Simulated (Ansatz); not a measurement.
**One shape, several levels: [PO2]+ (SMILES O=[P+]=O)**

We compute a comparison of 6 runs (BLYP/STO-3G, PBE0/STO-3G, UB3LYP/STO-3G, r2SCAN/STO-3G, wB97X/STO-3G, MP2/STO-3G) of [PO2]+. 

Program for the calculation: Ansatz 0.2.0.

20 further runs of the same task are left out: 18 that didn't finish, 2 set aside as unsound or not needed.

## (1) The system as given

The species is [PO2]+ (3 atoms), meant as a singlet with charge +1. As SMILES, `O=[P+]=O`. The P2–O1 distance was set to 2.111 Å, away from the relaxed value.

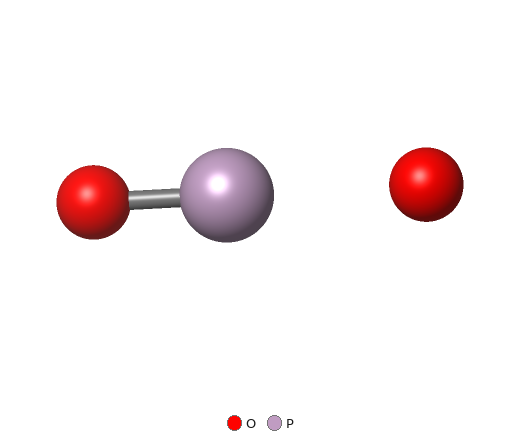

The structure, seen from a chosen angle (oxygen red, phosphorus pink).

## (2) The energy at BLYP/STO-3G (run 1)

job.yaml reads:

```yaml
crystal:
  periodic: [false, false, false]
  atoms:
    - symbol: O
      position_ang: [1.188323, 1.538959, 0.822102]
    - symbol: P
      position_ang: [0.000230, -0.000210, 0.000340]
    - symbol: O
      position_ang: [-0.792520, -1.025690, -0.548520]
basis:
  gaussian: {orbitals: STO-3G}
total_charge: 1
hamiltonian: {xc: {name: BLYP}}
accuracy: high
```

Run with:

```
$ ansatz run job.yaml --threads 1 --pin off --max-ram 2610MiB --events-out events.jsonl --progress --plain --runs-dir runs
```

Output:

```text
Warning: RAYON_NUM_THREADS=1 ignored (pool sized by the plan → 1); use --threads N
Functional definition: BLYP
  name "BLYP"
  parameter beta = 0.0042
  parameter a = 0.04918
  parameter b = 0.132
  parameter c = 0.2533
  parameter d = 0.349
  exchange = b88_x(beta = beta)
  correlation = lyp_c(a = a, b = b, c = c, d = d)
315 factors; integrals over basis functions are off by at most 2.6e-8 eV
mean field evaluation 1: about -13185.8167 eV, gradient 7.1e1 eV
mean field evaluation 2: about -13038.0544 eV, gradient 8.7e1 eV
mean field evaluation 4: about -13161.1561 eV, gradient 8.3e1 eV
mean field evaluation 8: about -13206.3930 eV, gradient 1.5e-1 eV
mean field evaluation 16: about -13203.4738 eV, gradient 8.8e0 eV
mean field -13206.39318035 eV, -485.3259977630 hartree, gradient 4.7e-8 eV, S^2 0.000000; 0 other end points of the search recorded, 0 dependent functions left out
reference -13206.39320606 eV, -485.3259987078 hartree; 15, 15 occupied and 4, 4 virtual orbitals, 315 factors
Total energy: -13206.39320606 eV, -485.3259987078 hartree
```

Wall time 0.91 s (1 thread of Arm Neoverse V1, shared host).

## (3) A single-point energy at PBE0/STO-3G (run 2)

run.yaml reads:

```yaml
basis:
  gaussian:
    orbitals: STO-3G
crystal:
  periodic: [false, false, false]
  atoms:
    - symbol: O
      position_ang: [1.188323, 1.538959, 0.822102]
    - symbol: P
      position_ang: [0.000230, -0.000210, 0.000340]
    - symbol: O
      position_ang: [-0.792520, -1.025690, -0.548520]
accuracy: high
total_charge: 1
hamiltonian:
  xc: {name: PBE0}
```

Run with:

```
$ ansatz run run.yaml --threads 1 --pin off --max-ram 2610MiB --events-out events.jsonl --progress --plain --runs-dir runs
```

Output:

```text
Warning: RAYON_NUM_THREADS=1 ignored (pool sized by the plan → 1); use --threads N
Functional definition: PBE0
  name "PBE0"
  parameter a = 0.25
  parameter kappa = 0.804
  parameter beta = 0.06672455060314922
  exchange = (1 - a)*pbe_x(kappa = kappa, mu = beta*pi^2/3) + a*exact_x
  correlation = pbe_c(beta = beta)
315 factors; integrals over basis functions are off by at most 2.6e-8 eV
mean field evaluation 1: about -13182.0775 eV, gradient 6.6e1 eV
mean field evaluation 2: about -13041.3778 eV, gradient 9.1e1 eV
mean field evaluation 4: about -13160.2978 eV, gradient 9.7e1 eV
mean field evaluation 8: about -13199.9955 eV, gradient 1.4e-1 eV
mean field -13199.99567421 eV, -485.0908937487 hartree, gradient 5.7e-8 eV, S^2 0.000000; 0 other end points of the search recorded, 0 dependent functions left out
reference -13199.99567500 eV, -485.0908937779 hartree; 15, 15 occupied and 4, 4 virtual orbitals, 315 factors
Total energy: -13199.99567500 eV, -485.0908937779 hartree
```

Run time: 0.88 s. Hardware: 1 thread of Arm Neoverse V1, shared host.

## (4) A single-point energy at UB3LYP/STO-3G (run 3)

job.yaml: that of step 2 with these lines changed.

```diff
@@ -10,5 +10,10 @@
 basis:
-  gaussian: {orbitals: STO-3G}
+  gaussian:
+    orbitals: STO-3G
+magnetization:
+  spin_polarized: true
+  initial_magnetization: 0
+accuracy: high
+hamiltonian:
+  xc: {name: B3LYP}
 total_charge: 1
-hamiltonian: {xc: {name: BLYP}}
-accuracy: high
```

Run with:

```
$ ansatz run job.yaml --threads 1 --pin off --max-ram 2610MiB --events-out events.jsonl --progress --plain --runs-dir runs
```

Output:

```text
Warning: RAYON_NUM_THREADS=1 ignored (pool sized by the plan → 1); use --threads N
Functional definition: B3LYP
  name "B3LYP"
  parameter a0 = 0.2
  parameter ax = 0.72
  parameter ac = 0.81
  exchange = (1 - a0 - ax)*slater_x + ax*b88_x + a0*exact_x
  correlation = (1 - ac)*vwn_rpa_c + ac*lyp_c
315 factors; integrals over basis functions are off by at most 2.6e-8 eV
mean field evaluation 1: about -13188.1334 eV, gradient 4.8e1 eV
mean field evaluation 2: about -13045.8480 eV, gradient 6.3e1 eV
mean field evaluation 4: about -13163.5867 eV, gradient 6.8e1 eV
mean field evaluation 8: about -13207.0792 eV, gradient 2.1e-3 eV
mean field evaluation 16: about -13208.2137 eV, gradient 5.2e-4 eV
mean field evaluation 32: about -13203.6617 eV, gradient 2.2e1 eV
mean field evaluation 64: about -13208.2137 eV, gradient 3.1e-3 eV
mean field -13208.21365800 eV, -485.3928990828 hartree, gradient 1.1e-8 eV, S^2 0.959256; 16 other end points of the search recorded, 0 dependent functions left out
reference -13208.21367718 eV, -485.3928997876 hartree; 15, 15 occupied and 4, 4 virtual orbitals, 315 factors
Total energy: -13208.21367718 eV, -485.3928997876 hartree
```

Wall time 30 s (1 thread of Arm Neoverse V1, shared host); peak memory 0.12 GiB.

Runs 4 to 5 aren't shown in full; the table further down has their settings and results.

## (5) The energy at MP2/STO-3G (run 6)

molecule.yaml reads:

```yaml
crystal:
  periodic: [false, false, false]
  atoms:
    - symbol: O
      position_ang: [1.188323, 1.538959, 0.822102]
    - symbol: P
      position_ang: [0.000230, -0.000210, 0.000340]
    - symbol: O
      position_ang: [-0.792520, -1.025690, -0.548520]
basis:
  gaussian:
    orbitals: STO-3G
accuracy: high
correlation:
  method: mp2
  frozen_orbitals: {O: 1, P: 5}
total_charge: 1
```

Run with:

```
$ ansatz run molecule.yaml --threads 1 --pin off --max-ram 2610MiB --events-out events.jsonl --progress --plain --runs-dir runs
```

Output, cut to the lines that bear on the results:

```text
Warning: RAYON_NUM_THREADS=1 ignored (pool sized by the plan → 1); use --threads N
Functional definition: HF
  name "HF"
[...]
315 factors; integrals over basis functions are off by at most 2.6e-8 eV
[...]
mean field -13174.41142431 eV, -484.1506899065 hartree, gradient 1.5e-8 eV, S^2 0.000000; 6 other end points of the search recorded, 0 dependent functions left out; unrestricted orbitals would lower it
unrestricted determinant -13176.56539891 eV, -484.2298470133 hartree, S^2 1.5230
7 core orbitals not correlated: weight in the atoms' cores, before any rotation towards them, 1.000 or more for the frozen orbitals, at most 0.000 for the correlated occupied ones
reference -13174.41142431 eV, -484.1506899065 hartree; 8, 8 occupied and 4, 4 virtual orbitals, 315 factors
second order -4.99209882 eV of doubles, -0.00000000 eV of singles
Total energy: -13179.40352312 eV, -484.3341461542 hartree
```

Wall time 0.32 s (1 thread of Arm Neoverse V1, shared host).

## (6) Overview of the runs

```
run          level  frozen core orbitals  energy (Eh)  wall time
  1    BLYP/STO-3G                     –  -485.325999     0.91 s
  2    PBE0/STO-3G                     –  -485.090894     0.88 s
  3  UB3LYP/STO-3G                     –  -485.392900       30 s
  4  r2SCAN/STO-3G                     –  -485.306198      4.5 s
  5   wB97X/STO-3G                     –  -485.311596      4.5 s
  6     MP2/STO-3G                     7  -484.334146     0.32 s
```

## (7) What came out

| quantity | value |
| --- | --- |
| run 6: total energy | -484.33415 Eh |
| run 6: correlation energy (7 core orbitals frozen) | -183.5 mEh |

**Reading.** Totals of different functionals can't be ranked against each other. In run 6 the log says that unrestricted orbitals would lower the reference, so the values rest on an unstable closed-shell determinant (other closed-shell runs at this shape may share the fault). In runs 1, 2, 3, 4, 5, 6 the basis is minimal, so the values are rough. Spin contamination of the reference: run 3 ⟨S²⟩ = 0.96. Where it is this large, the reference is a mixture of spin states, and values that rest on it are in doubt. All runs together took 41 s, the longest 30 s.
